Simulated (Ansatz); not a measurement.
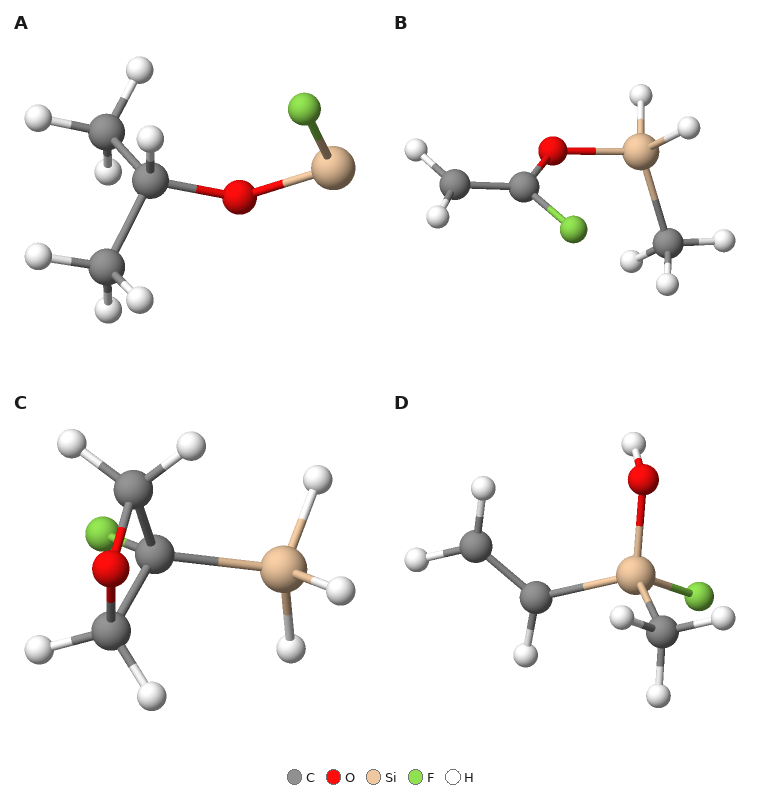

Figure made from data computed with Ansatz.

```xyz
13
charge 0, multiplicity 1
C     0.4541   -2.5781   -0.8734
C     0.5078   -1.3373   -0.4218
F     1.3797   -0.4520   -0.9371
O    -0.2331   -0.8092    0.5348
Si   -0.1528    0.7513    1.1470
C    -0.6481    2.0109   -0.1215
H    -0.2514   -3.2713   -0.4429
H     1.1146   -2.8906   -1.6666
H    -1.1126    0.7015    2.2735
H     1.2169    1.0069    1.6582
H    -1.6429    1.7958   -0.5182
H     0.0611    2.0325   -0.9509
H    -0.6727    3.0051    0.3337
```

Question: Which panel shows the molecule in this file?

Answer: B. The file holds C3H7FOSi, `C=C(F)O[SiH2]C`.
